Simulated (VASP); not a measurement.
Band structure of YN (rock salt). Computed with revTPSS meta-GGA, VASP's PBE PAW potentials (set 64) (plane waves; VASP).

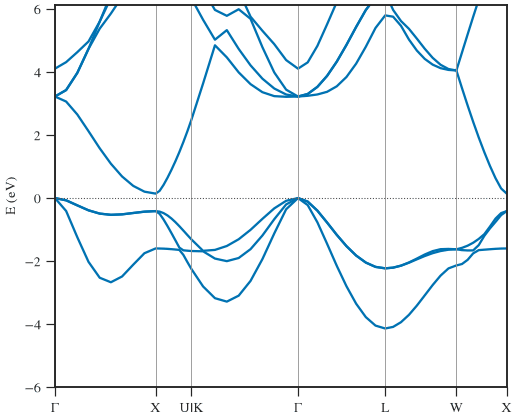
Figure: Bands along high-symmetry lines, zero at the valence-band maximum or, without a gap, the Fermi level

**Question.** Read the plot: is there a gap, and where are the band edges?

**Answer.** The gap is indirect, 0.14 eV, from the valence maximum at Γ to the conduction minimum at X.

The compound is YN in the rock salt structure. It was relaxed first.
